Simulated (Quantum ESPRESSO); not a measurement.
# The valence band of ScAl3 as photoemission sees it

Aim: the valence spectrum of ScAl3 from He I to hard X-rays, and which orbitals make each feature.

Program: Quantum ESPRESSO 7.5. Level of theory: DFT, PBE, plane waves, ultrasoft GBRV pseudopotentials, scalar-relativistic, in the first sound run; inputs show where later runs differ. Results are calculated unless marked as measured.

**1. Starting point**

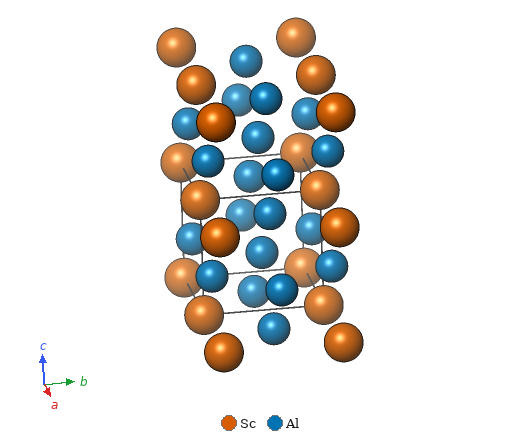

The cell as given, slightly off an axis (scandium orange, aluminium blue). 2×1×2 cells are drawn. Some periodic images of atoms are drawn too.

Coordinates:

```cif
data_structure
_symmetry_space_group_name_H-M 'P 1'
_symmetry_Int_Tables_number 1
_cell_length_a 4.0878
_cell_length_b 4.0878
_cell_length_c 4.0878
_cell_angle_alpha 90.000
_cell_angle_beta 90.000
_cell_angle_gamma 90.000
_cell_volume 68.31
loop_
_atom_site_label
_atom_site_type_symbol
_atom_site_fract_x
_atom_site_fract_y
_atom_site_fract_z
_atom_site_occupancy
Sc1 Sc 0.00000 0.00000 0.00000 1
Al2 Al 0.50000 0.50000 0.00000 1
Al3 Al 0.00000 0.50000 0.50000 1
Al4 Al 0.50000 0.00000 0.50000 1
```

**2. The base run: self-consistent run**

First the self-consistent run; potential, DOS and bands follow from it in later steps.

Contents of scf.in:

```
&control
  calculation = 'scf'
  prefix = 'pes'
  outdir = './tmp'
  pseudo_dir = './pp'
  tprnfor = .true.
  tstress = .true.
/
&system
  ibrav = 0
  nat = 4
  ntyp = 2
  ecutwfc = 40.0
  ecutrho = 200.0
  occupations = 'smearing'
  nbnd = 22
  smearing = 'fd'
  degauss = 0.00367
/
&electrons
  conv_thr = 2.4e-08
  mixing_beta = 0.5
  electron_maxstep = 120
/
ATOMIC_SPECIES
Sc 44.9559 sc_pbe_v1.uspp.F.UPF
Al 26.9815 al_pbe_v1.uspp.F.UPF
CELL_PARAMETERS angstrom
 4.087806570 0.000000000 0.000000000
 0.000000000 4.087806570 0.000000000
 0.000000000 0.000000000 4.087806570
ATOMIC_POSITIONS crystal
Sc 0.000000000 0.000000000 0.000000000
Al 0.500000000 0.500000000 0.000000000
Al 0.000000000 0.500000000 0.500000000
Al 0.500000000 0.000000000 0.500000000
K_POINTS automatic
10 10 10 0 0 0
```

Launch:

```bash
OMP_NUM_THREADS=1 mpirun -n 4 pw.x -nk 4 -in scf.in > scf.out
```

What it wrote:

```text
Program PWSCF v.7.5 starts

     This program is part of the open-source Quantum ESPRESSO suite
     for quantum simulation of materials; please cite
         "P. Giannozzi et al., J. Phys.:Condens. Matter 21 395502 (2009);
         "P. Giannozzi et al., J. Phys.:Condens. Matter 29 465901 (2017);
         "P. Giannozzi et al., J. Chem. Phys. 152 154105 (2020);
          URL
     in publications or presentations arising from this work. More details at

     Parallel version (MPI & OpenMP), running on       4 processor cores
     Number of MPI processes:                 4
     Threads/MPI process:                     1

     MPI processes distributed on     1 nodes
     11092 MiB available memory on the printing compute node when the environment starts

     Current dimensions of program PWSCF are:
     Max number of different atomic species (ntypx) = 10
     Max number of k-points (npk) =  40000
     Max angular momentum in pseudopotentials (lmaxx) =  4
     Message from routine setup:
     using ibrav=0 with symmetry is DISCOURAGED, use correct ibrav instead

     K-points division:     npool     =       4
     Subspace diagonalization in iterative solution of the eigenvalue problem:
     a serial algorithm will be used

     G-vector sticks info
     --------------------
     sticks:   dense  smooth     PW     G-vecs:    dense   smooth      PW
     Sum         949     757    241                22119    15659    2721

     Using Slab Decomposition

     bravais-lattice index     =            0
     lattice parameter (alat)  =       7.7248  a.u.
     unit-cell volume          =     460.9646 (a.u.)^3
     number of atoms/cell      =            4
     number of atomic types    =            2
     number of electrons       =        20.00
     number of Kohn-Sham states=           22
     kinetic-energy cutoff     =      40.0000  Ry
     charge density cutoff     =     200.0000  Ry
     scf convergence threshold =      2.4E-08
     mixing beta               =       0.5000
     number of iterations used =            8  plain     mixing
     Exchange-correlation= SLA  PW   PBE  PBE
                           (   1   4   3   4   0   0   0)

     celldm(1)=   7.724835  celldm(2)=   0.000000  celldm(3)=   0.000000
     celldm(4)=   0.000000  celldm(5)=   0.000000  celldm(6)=   0.000000

     crystal axes: (cart. coord. in units of alat)
               a(1) = (   1.000000   0.000000   0.000000 )
               a(2) = (   0.000000   1.000000   0.000000 )
               a(3) = (   0.000000   0.000000   1.000000 )

     reciprocal axes: (cart. coord. in units 2 pi/alat)
               b(1) = (  1.000000  0.000000  0.000000 )
               b(2) = (  0.000000  1.000000  0.000000 )
               b(3) = (  0.000000  0.000000  1.000000 )

     PseudoPot. # 1 for Sc read from file:
     ./pp/sc_pbe_v1.uspp.F.UPF
     Pseudo is Ultrasoft + core correction, Zval = 11.0
     Generated by new atomic code, or converted to UPF format
     Using radial grid of  849 points,  6 beta functions with:
                l(1) =   0
                l(2) =   0
                l(3) =   1
                l(4) =   1
                l(5) =   2
                l(6) =   2
     Q(r) pseudized with  6 coefficients,  rinner =    1.200   1.200   1.200
                                                       1.200   1.200

     PseudoPot. # 2 for Al read from file:
     ./pp/al_pbe_v1.uspp.F.UPF
     Pseudo is Ultrasoft + core correction, Zval =  3.0
     Generated by new atomic code, or converted to UPF format
     Using radial grid of  893 points,  3 beta functions with:
                l(1) =   0
                l(2) =   1
                l(3) =   2
     Q(r) pseudized with  8 coefficients,  rinner =    0.900   0.900   0.900
                                                       0.900   0.900

     atomic species   valence    mass     pseudopotential
     Sc               11.00    44.95590     Sc( 1.00)
     Al                3.00    26.98150     Al( 1.00)

     48 Sym. Ops., with inversion, found

   Cartesian axes

     site n.     atom                  positions (alat units)
         1        Sc     tau(   1) = (   0.0000000   0.0000000   0.0000000  )
         2        Al     tau(   2) = (   0.5000000   0.5000000   0.0000000  )
         3        Al     tau(   3) = (   0.0000000   0.5000000   0.5000000  )
         4        Al     tau(   4) = (   0.5000000   0.0000000   0.5000000  )

     number of k points=    56  Fermi-Dirac smearing, width (Ry)=  0.0037
                       cart. coord. in units 2pi/alat
        k(    1) = (   0.0000000   0.0000000   0.0000000), wk =   0.0020000
        k(    2) = (   0.0000000   0.0000000   0.1000000), wk =   0.0120000
        k(    3) = (   0.0000000   0.0000000   0.2000000), wk =   0.0120000
        k(    4) = (   0.0000000   0.0000000   0.3000000), wk =   0.0120000
        k(    5) = (   0.0000000   0.0000000   0.4000000), wk =   0.0120000
        k(    6) = (   0.0000000   0.0000000  -0.5000000), wk =   0.0060000
        k(    7) = (   0.0000000   0.1000000   0.1000000), wk =   0.0240000
        k(    8) = (   0.0000000   0.1000000   0.2000000), wk =   0.0480000
        k(    9) = (   0.0000000   0.1000000   0.3000000), wk =   0.0480000
        k(   10) = (   0.0000000   0.1000000   0.4000000), wk =   0.0480000
        k(   11) = (   0.0000000   0.1000000  -0.5000000), wk =   0.0240000
        k(   12) = (   0.0000000   0.2000000   0.2000000), wk =   0.0240000
        k(   13) = (   0.0000000   0.2000000   0.3000000), wk =   0.0480000
        k(   14) = (   0.0000000   0.2000000   0.4000000), wk =   0.0480000
        k(   15) = (   0.0000000   0.2000000  -0.5000000), wk =   0.0240000
        k(   16) = (   0.0000000   0.3000000   0.3000000), wk =   0.0240000
[...]
k(   49) = (   0.3000000   0.3000000  -0.5000000), wk =   0.0240000
        k(   50) = (   0.3000000   0.4000000   0.4000000), wk =   0.0480000
        k(   51) = (   0.3000000   0.4000000  -0.5000000), wk =   0.0480000
        k(   52) = (   0.3000000  -0.5000000  -0.5000000), wk =   0.0120000
        k(   53) = (   0.4000000   0.4000000   0.4000000), wk =   0.0160000
        k(   54) = (   0.4000000   0.4000000  -0.5000000), wk =   0.0240000
        k(   55) = (   0.4000000  -0.5000000  -0.5000000), wk =   0.0120000
        k(   56) = (  -0.5000000  -0.5000000  -0.5000000), wk =   0.0020000

     Dense  grid:    22119 G-vectors     FFT dimensions: (  36,  36,  36)

     Smooth grid:    15659 G-vectors     FFT dimensions: (  32,  32,  32)

     Estimated max dynamical RAM per process >      43.65 MB

[...]
k = 0.0000 0.0000 0.2000 (  1971 PWs)   bands (ev):

   -39.7772 -18.4893 -18.4772 -18.4772  -0.4806   4.6395   6.8768   7.4155
     7.4155   8.5668  10.3523  10.3523  10.6369  11.6771  12.0996  14.4218
    14.4218  14.4994  15.6021  15.9900  16.1513  16.1514

          k = 0.0000 0.0000 0.3000 (  1968 PWs)   bands (ev):

   -39.7768 -18.4993 -18.4763 -18.4763  -0.0355   3.4978   7.1988   7.4514
     7.4514   9.2481  10.2538  10.2538  10.7380  11.1243  12.1340  13.8836
    13.8836  15.0167  15.4914  15.9002  16.6748  16.6748

          k = 0.0000 0.0000 0.4000 (  1968 PWs)   bands (ev):

   -39.7765 -18.5073 -18.4755 -18.4755   0.5516   2.4768   7.4764   7.4764
     7.5561  10.0140  10.2146  10.2146  10.3579  10.8252  11.8673  13.4108
    13.4108  14.4926  16.0435  16.6249  16.9561  17.5248

          k = 0.0000 0.0000-0.5000 (  1984 PWs)   bands (ev):

   -39.7764 -18.5104 -18.4753 -18.4753   1.0221   1.8597   7.4847   7.4847
     7.7403  10.0349  10.2099  10.2099  10.5866  10.8600  11.3849  13.2324
    13.2324  14.3720  16.0859  16.5277  18.1222  18.1223

          k = 0.0000 0.1000 0.1000 (  1959 PWs)   bands (ev):

   -39.7774 -18.4811 -18.4808 -18.4776  -0.6626   5.7245   6.0667   7.4018
     7.4798   8.4168  10.2618  10.2817  10.7595  11.2810  13.0886  13.6259
    14.6432  14.9316  14.9841  15.7784  16.1585  17.2396

          k = 0.0000 0.1000 0.2000 (  1971 PWs)   bands (ev):

   -39.7771 -18.4890 -18.4802 -18.4769  -0.3907   4.7059   6.1145   7.4491
     7.6246   9.0407  10.0341  10.0413  10.9711  11.9601  12.3441  13.8198
    14.4559  14.6643  15.2955  15.3639  16.2436  16.5615

          k = 0.0000 0.1000 0.3000 (  1967 PWs)   bands (ev):

[...]
13.7246  15.2890  15.4566  15.7484  15.9862  16.6464

          k = 0.0000 0.1000 0.4000 (  1977 PWs)   bands (ev):

[...]
13.4793  14.8571  15.9810  16.0694  17.0719  17.1789

          k = 0.0000 0.1000-0.5000 (  1976 PWs)   bands (ev):

[...]
13.3611  14.7266  16.0317  16.1614  17.4728  18.3968

          k = 0.0000 0.2000 0.2000 (  1957 PWs)   bands (ev):

[...]
14.0325  14.4818  14.9790  15.0719  16.4432  17.2254

          k = 0.0000 0.2000 0.3000 (  1957 PWs)   bands (ev):

[...]
13.8283  14.7742  15.2838  15.4813  16.5832  17.1252

          k = 0.0000 0.2000 0.4000 (  1975 PWs)   bands (ev):

[...]
14.0014  14.6934  15.6353  16.5474  16.6800  17.4163

          k = 0.0000 0.2000-0.5000 (  1968 PWs)   bands (ev):

[...]
13.9121  14.7754  15.7984  16.6302  16.6479  18.2830

          k = 0.0000 0.3000 0.3000 (  1977 PWs)   bands (ev):

[...]
13.6574  15.1065  15.2732  15.5569  16.7141  18.2172

          k = 0.0000 0.3000 0.4000 (  1982 PWs)   bands (ev):

[...]
k = 0.0000 0.3000-0.5000 (  1968 PWs)   bands (ev):

[...]
k = 0.0000 0.4000 0.4000 (  1967 PWs)   bands (ev):

[...]
k = 0.0000 0.4000-0.5000 (  1978 PWs)   bands (ev):

[...]
k = 0.0000-0.5000-0.5000 (  1956 PWs)   bands (ev):

[...]
k = 0.1000 0.1000 0.1000 (  1968 PWs)   bands (ev):

[...]
k = 0.1000 0.1000-0.5000 (  1968 PWs)   bands (ev):

[...]
k = 0.1000 0.2000-0.5000 (  1964 PWs)   bands (ev):

[...]
k = 0.1000 0.3000-0.5000 (  1980 PWs)   bands (ev):

[...]
k = 0.1000 0.4000-0.5000 (  1982 PWs)   bands (ev):

[...]
k = 0.1000-0.5000-0.5000 (  1988 PWs)   bands (ev):

[...]
k = 0.2000 0.2000 0.4000 (  1970 PWs)   bands (ev):

[...]
k = 0.2000 0.2000-0.5000 (  1970 PWs)   bands (ev):

[...]
k = 0.2000 0.3000 0.3000 (  1969 PWs)   bands (ev):

[...]
k = 0.2000 0.3000 0.4000 (  1969 PWs)   bands (ev):

[...]
k = 0.2000 0.3000-0.5000 (  1976 PWs)   bands (ev):

[...]
k = 0.2000 0.4000 0.4000 (  1973 PWs)   bands (ev):

[...]
k = 0.2000 0.4000-0.5000 (  1980 PWs)   bands (ev):

[...]
k = 0.2000-0.5000-0.5000 (  1988 PWs)   bands (ev):

[...]
k = 0.3000 0.3000 0.3000 (  1962 PWs)   bands (ev):

[...]
k = 0.3000 0.3000 0.4000 (  1963 PWs)   bands (ev):

[...]
k = 0.3000 0.3000-0.5000 (  1972 PWs)   bands (ev):

[...]
k = 0.3000 0.4000 0.4000 (  1974 PWs)   bands (ev):

[...]
k = 0.3000 0.4000-0.5000 (  1968 PWs)   bands (ev):

[...]
k = 0.3000-0.5000-0.5000 (  1960 PWs)   bands (ev):

[...]
13.2485  17.1923  17.4548  17.4548  19.0730  20.2900

          k = 0.4000 0.4000 0.4000 (  1941 PWs)   bands (ev):

   -39.7743 -18.5000 -18.4995 -18.4995   2.9641   4.4296   4.4296   5.3639
     6.5572   6.5572   6.9336  10.9456  11.8354  11.8354  13.2069  13.2069
    13.3796  17.7088  17.7088  18.1271  19.7481  19.7481

          k = 0.4000 0.4000-0.5000 (  1942 PWs)   bands (ev):

   -39.7741 -18.5025 -18.4994 -18.4992   3.3441   4.0971   4.5726   5.5427
     6.3076   6.3165   6.8230  10.7412  11.8324  11.8586  13.1798  13.2430
    13.3021  17.9970  18.3705  18.6604  19.4211  19.7138

          k = 0.4000-0.5000-0.5000 (  1952 PWs)   bands (ev):

   -39.7740 -18.5021 -18.5021 -18.4989   3.7844   4.2715   4.2715   5.4893
     6.0350   6.4711   6.4711  10.4951  11.8173  11.8690  13.1989  13.2509
    13.2509  18.8463  18.8463  18.9873  19.6041  20.0720

          k =-0.5000-0.5000-0.5000 (  1904 PWs)   bands (ev):

   -39.7739 -18.5016 -18.5016 -18.5016   4.4072   4.4072   4.4072   4.7058
     6.2282   6.2282   6.2282  10.2028  11.8285  11.8285  13.2401  13.2401
    13.2401  19.9928  19.9928  19.9929  20.1913  20.1913

     the Fermi energy is     9.2256 ev

!    total energy              =    -114.58187362 Ry
     estimated scf accuracy    <          1.4E-09 Ry
     smearing contrib. (-TS)   =      -0.00077850 Ry
     internal energy E=F+TS    =    -114.58109512 Ry

     The total energy is F=E-TS. E is the sum of the following terms:
     one-electron contribution =     -43.46761210 Ry
     hartree contribution      =      28.64008498 Ry
     xc contribution           =     -26.39077607 Ry
     ewald contribution        =     -73.36279193 Ry

     convergence has been achieved in   7 iterations

     Forces acting on atoms (cartesian axes, Ry/au):

     atom    1 type  1   force =     0.00000000    0.00000000    0.00000000
     atom    2 type  2   force =     0.00000000    0.00000000    0.00000000
     atom    3 type  2   force =     0.00000000    0.00000000    0.00000000
     atom    4 type  2   force =     0.00000000    0.00000000    0.00000000

     Total force =     0.000000     Total SCF correction =     0.000000

     Computing stress (Cartesian axis) and pressure

          total   stress  (Ry/bohr**3)                   (kbar)     P=        9.55
   0.00006493   0.00000000   0.00000000            9.55        0.00        0.00
   0.00000000   0.00006493   0.00000000            0.00        9.55        0.00
   0.00000000   0.00000000   0.00006493            0.00        0.00        9.55

     XML data file, charge density, pseudopotentials, collected wavefunctions

     Called by init_run:

     Called by electrons:

     Called by c_bands:

     Called by *egterg:

     Called by h_psi:
                                        0.00s GPU  (     405 calls)

     General routines

     Parallel routines

=------------------------------------------------------------------------------=
   JOB DONE.
=------------------------------------------------------------------------------=
```

The job ended after 6.9 s (4 MPI ranks of Arm Neoverse V1, shared host).

Numbers from this step:

| Property | Result |
| --- | --- |
| free energy | -1558.9658 eV |
| Fermi energy | 9.226 eV |
| pressure | 0.9550 GPa |

The run ends at a pressure of 0.96 GPa.

(Continued in part 2 of 18.)

[Logs are printed without paths, hosts, clocks, repeated set-up lines and the standing remarks that a program may print on its own settings, such as how far it seeks lower states.]

[Hosts, paths, dates, database ids (printed as entryN), source tags and the programs' standing remarks are cut or masked in the printed files.]

[Maps of the electrostatic potential energy from Ansatz leave out the sawtooth potential of an applied field or a dipole correction, so their vacuum need not be flat; work functions include it.]

[Peak lists hold at most the 14 tallest peaks of each spectrum; further lines can be left out.]
